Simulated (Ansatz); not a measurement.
Run report: C$_{2}$H$_{8}$BFSi, geometry relaxation (part 1 of 2)

- system: C$_{2}$H$_{8}$BFSi
- method: UKS PBE/STO-3G (Ansatz 0.2.0)

It belongs to a series of runs on one base structure; here: start relaxed. Figures and captions count atoms from 1; the log counts them from 0 in places.

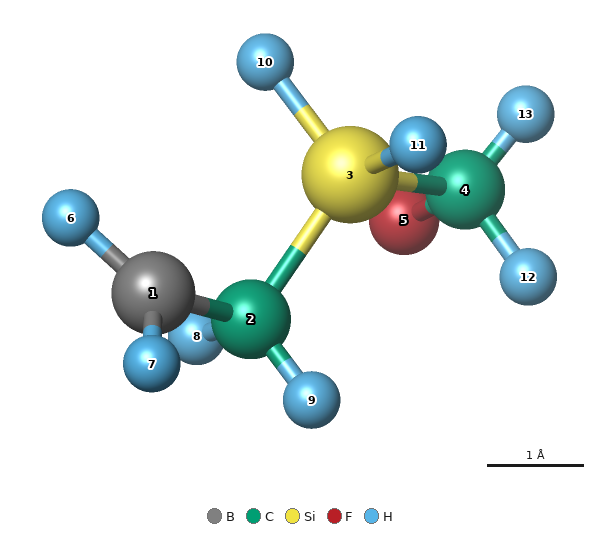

Fig. 1: The structure as given in the input (ball-and-stick view, seen at a tilt; atoms are numbered from 1 in the order of the input). Bond lengths as drawn: B–C 1.58 Å, B–H 1.17 to 1.19 Å, C–F 1.37 Å, C–H 1.02 to 1.16 Å, C–Si 1.85 Å and H–Si 1.49 to 1.51 Å.

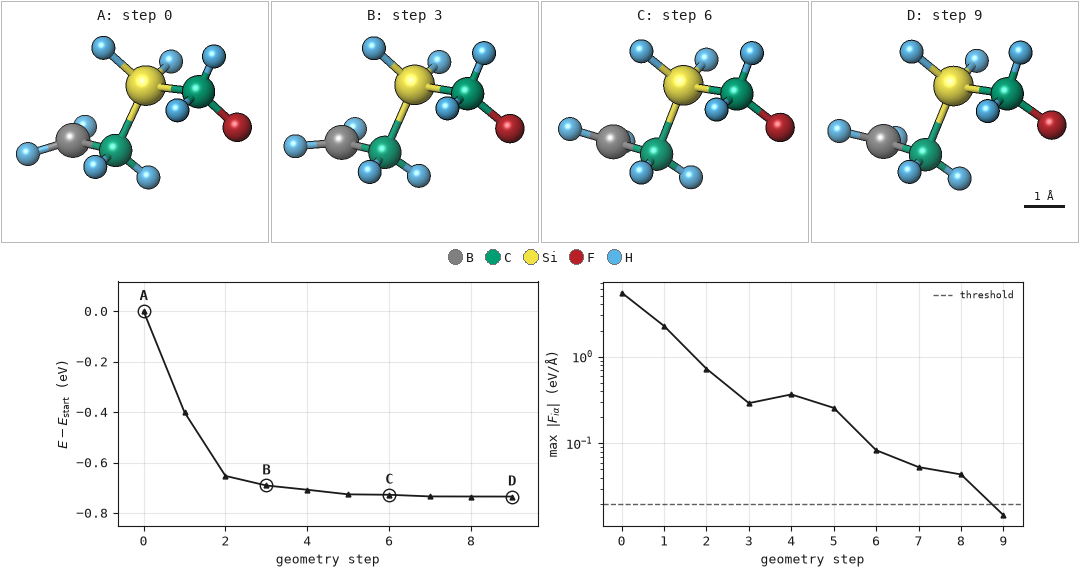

Fig. 2: Frames of the relaxation (ball-and-stick view, seen at a tilt) above the curves, on which the letters mark them (the first geometry is step 0 here and step 1 in the log).

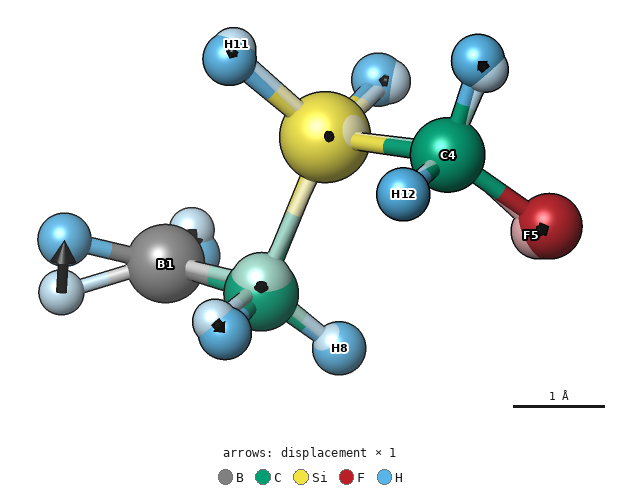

Fig. 3: Start (faint) and end (solid) with the displacements as black arrows, at true length (ball-and-stick view, seen at a tilt). The two geometries are laid on each other by the best rigid fit. After 9 geometry steps the energy has fallen by 0.735 eV. The largest force component goes from 5.5 to 0.015 eV/Å. The largest move after the best rigid fit is that of H7, 0.59 Å. Largest moves by element: H 0.59 Å, F 0.14 Å, C 0.13 Å, Si 0.08 Å, B 0.03 Å. Among the contacts that change: C4–H13 1.016 → 1.125 Å, Si3–C4 1.848 → 1.931 Å, C2–Si3 1.845 → 1.914 Å, Si3–H10 1.505 → 1.456 Å. Among the angles that change: Si3–C4–H13 114.4° → 107.3°, B1–C2–H9 108.5° → 115.2°, B1–C2–H8 109.8° → 115.2°. (Atoms are counted from 1 in the order of the input.)

The input and output of the run follow.

**The input**
```yaml
crystal:
  periodic: [false, false, false]
  atoms:
    - { symbol: B, position_ang: [-0.5603, 1.4707, 1.6608] }
    - { symbol: C, position_ang: [-0.7305, 0.781, 0.2454] }
    - { symbol: Si, position_ang: [0.5652, -0.5239, 0.0901] }
    - { symbol: C, position_ang: [0.5238, -1.3743, -1.5499] }
    - { symbol: F, position_ang: [0.6245, -0.4727, -2.5805] }
    - { symbol: H, position_ang: [0.3731, 2.1267, 1.9266] }
    - { symbol: H, position_ang: [-1.4837, 1.4863, 2.4154] }
    - { symbol: H, position_ang: [-0.5632, 1.543, -0.5755] }
    - { symbol: H, position_ang: [-1.7204, 0.3231, 0.2005] }
    - { symbol: H, position_ang: [1.9266, 0.1019, 0.234] }
    - { symbol: H, position_ang: [0.422, -1.5114, 1.2031] }
    - { symbol: H, position_ang: [-0.5355, -1.8399, -1.6159] }
    - { symbol: H, position_ang: [1.1788, -2.1453, -1.6392] }
magnetization:
  spin_polarized: true
basis:
  gaussian: { orbitals: STO-3G }
hamiltonian:
  xc: pbe
relax:
  f_tol: 0.02
  max_steps: 40
```

Launch command:
```bash
ansatz run input.yaml --threads 1 --pin off --max-ram 2048MiB --backend cpu --events-out ev --progress --plain --runs-dir out
```

**Log**
```
The last accepted step is kept in [file] (removed where the run ends without a failure and the disk answers)
Engine: ansatz 0.2.0, aarch64-unknown-linux-gnu
Functional definition: PBE
  parameter kappa = 0.804
  parameter beta = 0.06672455060314922
  exchange = pbe_x(kappa = kappa, mu = beta*pi^2/3)
  correlation = pbe_c(beta = beta)
536 factors; integrals over basis functions are off by at most 1.7e-5 eV
mean field evaluation 1: about -13296.6667 eV, gradient 1.4e1 eV
mean field evaluation 2: about -13296.6354 eV, gradient 1.4e1 eV
mean field evaluation 4: about -13297.9268 eV, gradient 5.5e-1 eV
mean field evaluation 8: about -13297.8052 eV, gradient 3.0e-2 eV
mean field -13297.80524208 eV, -488.6853290702 hartree, gradient 1.3e-5 eV, S^2 0.000000; 0 other end points of the search recorded, 0 dependent functions left out
the calculation of the forces begins
reference -13297.80526575 eV, -488.6853299400 hartree; 24, 24 occupied and 13, 13 virtual orbitals, 536 factors
relax step   1: F+E_penalty+E_count = -13297.80524208 eV  Δ(F+E_penalty+E_count) = +0.000e0 eV  max|allowed force component| = 5.470e0 eV/Å  Δτ_max = 0.0000 Å  (24 SCF iters, accepted)
these checks for a lower state are left out or cut short: starts, cluster_reference, orbital_swaps, neighbouring_geometries, increment
536 factors; integrals over basis functions are off by at most 1.6e-5 eV
mean field evaluation 16: about -13298.3383 eV, gradient 1.9e-1 eV
mean field -13298.20618186 eV, -488.7000633353 hartree, gradient 6.7e-6 eV, S^2 0.000000; 0 other end points of the search recorded, 0 dependent functions left out
the calculation of the forces begins
reference -13298.20620585 eV, -488.7000642172 hartree; 24, 24 occupied and 13, 13 virtual orbitals, 536 factors
relax step   2: F+E_penalty+E_count = -13298.20618186 eV  Δ(F+E_penalty+E_count) = -4.009e-1 eV  max|allowed force component| = 2.257e0 eV/Å  Δτ_max = 0.1948 Å  (26 SCF iters, accepted)
these checks for a lower state are left out or cut short: starts, cluster_reference, orbital_swaps, neighbouring_geometries, increment
536 factors; integrals over basis functions are off by at most 1.6e-5 eV
mean field -13298.45839370 eV, -488.7093319496 hartree, gradient 1.9e-5 eV, S^2 0.000000; 0 other end points of the search recorded, 0 dependent functions left out
the calculation of the forces begins
reference -13298.45841761 eV, -488.7093328283 hartree; 24, 24 occupied and 13, 13 virtual orbitals, 536 factors
relax step   3: F+E_penalty+E_count = -13298.45839370 eV  Δ(F+E_penalty+E_count) = -2.522e-1 eV  max|allowed force component| = 7.244e-1 eV/Å  Δτ_max = 0.1221 Å  (25 SCF iters, accepted)
these checks for a lower state are left out or cut short: starts, cluster_reference, orbital_swaps, neighbouring_geometries, increment
536 factors; integrals over basis functions are off by at most 1.7e-5 eV
mean field evaluation 32: about -13298.4964 eV, gradient 1.5e-4 eV
mean field -13298.49637664 eV, -488.7107277971 hartree, gradient 1.9e-5 eV, S^2 0.000000; 0 other end points of the search recorded, 0 dependent functions left out
the calculation of the forces begins
reference -13298.49640055 eV, -488.7107286757 hartree; 24, 24 occupied and 13, 13 virtual orbitals, 536 factors
relax step   4: F+E_penalty+E_count = -13298.49637664 eV  Δ(F+E_penalty+E_count) = -3.798e-2 eV  max|allowed force component| = 2.905e-1 eV/Å  Δτ_max = 0.0364 Å  (25 SCF iters, accepted)
these checks for a lower state are left out or cut short: starts, cluster_reference, orbital_swaps, neighbouring_geometries, increment
536 factors; integrals over basis functions are off by at most 1.8e-5 eV
mean field -13298.51327645 eV, -488.7113488535 hartree, gradient 6.0e-6 eV, S^2 0.000000; 0 other end points of the search recorded, 0 dependent functions left out
the calculation of the forces begins
reference -13298.51330039 eV, -488.7113497334 hartree; 24, 24 occupied and 13, 13 virtual orbitals, 536 factors
relax step   5: F+E_penalty+E_count = -13298.51327645 eV  Δ(F+E_penalty+E_count) = -1.690e-2 eV  max|allowed force component| = 3.663e-1 eV/Å  Δτ_max = 0.1998 Å  (25 SCF iters, accepted)
these checks for a lower state are left out or cut short: starts, cluster_reference, orbital_swaps, neighbouring_geometries, increment
536 factors; integrals over basis functions are off by at most 2.1e-5 eV
mean field -13298.53151218 eV, -488.7120190042 hartree, gradient 1.9e-5 eV, S^2 0.000000; 0 other end points of the search recorded, 0 dependent functions left out
the calculation of the forces begins
reference -13298.53153603 eV, -488.7120198809 hartree; 24, 24 occupied and 13, 13 virtual orbitals, 536 factors
relax step   6: F+E_penalty+E_count = -13298.53151218 eV  Δ(F+E_penalty+E_count) = -1.824e-2 eV  max|allowed force component| = 2.562e-1 eV/Å  Δτ_max = 0.0893 Å  (25 SCF iters, accepted)
these checks for a lower state are left out or cut short: starts, cluster_reference, orbital_swaps, neighbouring_geometries, increment
536 factors; integrals over basis functions are off by at most 2.1e-5 eV
mean field -13298.53317708 eV, -488.7120801882 hartree, gradient 7.8e-6 eV, S^2 0.000000; 0 other end points of the search recorded, 0 dependent functions left out
the calculation of the forces begins
reference -13298.53320086 eV, -488.7120810622 hartree; 24, 24 occupied and 13, 13 virtual orbitals, 536 factors
relax step   7: F+E_penalty+E_count = -13298.53317708 eV  Δ(F+E_penalty+E_count) = -1.665e-3 eV  max|allowed force component| = 8.324e-2 eV/Å  Δτ_max = 0.1748 Å  (25 SCF iters, accepted)
these checks for a lower state are left out or cut short: starts, cluster_reference, orbital_swaps, neighbouring_geometries, increment
536 factors; integrals over basis functions are off by at most 2.3e-5 eV
mean field -13298.53974500 eV, -488.7123215546 hartree, gradient 1.8e-5 eV, S^2 0.000000; 0 other end points of the search recorded, 0 dependent functions left out
the calculation of the forces begins
reference -13298.53976877 eV, -488.7123224283 hartree; 24, 24 occupied and 13, 13 virtual orbitals, 536 factors
relax step   8: F+E_penalty+E_count = -13298.53974500 eV  Δ(F+E_penalty+E_count) = -6.568e-3 eV  max|allowed force component| = 5.316e-2 eV/Å  Δτ_max = 0.1011 Å  (25 SCF iters, accepted)
these checks for a lower state are left out or cut short: starts, cluster_reference, orbital_swaps, neighbouring_geometries, increment
536 factors; integrals over basis functions are off by at most 2.3e-5 eV
mean field evaluation 64: about -13298.6654 eV, gradient 5.9e-1 eV
mean field -13298.54005281 eV, -488.7123328667 hartree, gradient 1.8e-5 eV, S^2 0.000000; 0 other end points of the search recorded, 0 dependent functions left out
the calculation of the forces begins
reference -13298.54007657 eV, -488.7123337396 hartree; 24, 24 occupied and 13, 13 virtual orbitals, 536 factors
relax step   9: F+E_penalty+E_count = -13298.54005281 eV  Δ(F+E_penalty+E_count) = -3.078e-4 eV  max|allowed force component| = 4.374e-2 eV/Å  Δτ_max = 0.0257 Å  (25 SCF iters, accepted)
these checks for a lower state are left out or cut short: starts, cluster_reference, orbital_swaps, neighbouring_geometries, increment
536 factors; integrals over basis functions are off by at most 2.3e-5 eV
mean field -13298.54026121 eV, -488.7123405251 hartree, gradient 1.2e-5 eV, S^2 0.000000; 0 other end points of the search recorded, 0 dependent functions left out
the calculation of the forces begins
reference -13298.54028497 eV, -488.7123413984 hartree; 24, 24 occupied and 13, 13 virtual orbitals, 536 factors
```
